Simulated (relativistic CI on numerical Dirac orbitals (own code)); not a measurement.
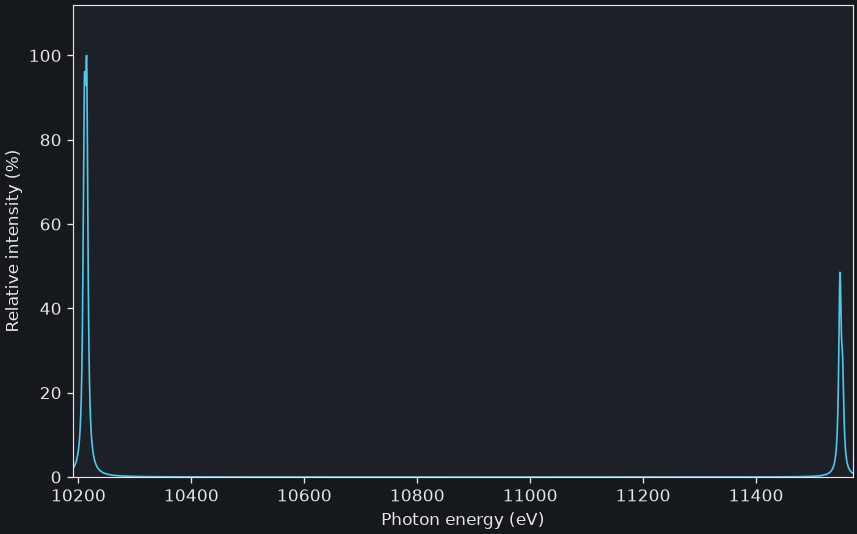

Computed core-level spectrum (absorption) of an ion of charge +6 in a field of D3d symmetry with 10Dq = 34,000, Dσ = −860, Dτ = 210 cm⁻¹. Multiplet model: relativistic Dirac–Coulomb–Breit theory, one configuration a step, Slater integrals scaled by 0.7, 10 K, Voigt broadening (Lorentzian 5 eV, Gaussian 1 eV full widths), computed with a radial Dirac CI code.

**Which element and which edge or line is it?**

L₂,₃ X-ray absorption of W⁶⁺ (tungsten, Z = 74), initial configuration [Xe] 4f¹⁴. The main maxima lie at 10211.1 eV (96), 10214.3 eV (100) and 11548.7 eV (49), heights in % of the largest; the centroid is at 10601.2 eV. The lower edge holds 0.71 of the intensity (branching ratio, edges parted at 10882 eV), and the core spin-orbit splitting of the orbitals is 1370 eV. The ground state has S = 0.00.

Limits of the model: free-ion energies, so absolute edge positions are off by a few eV from solids.
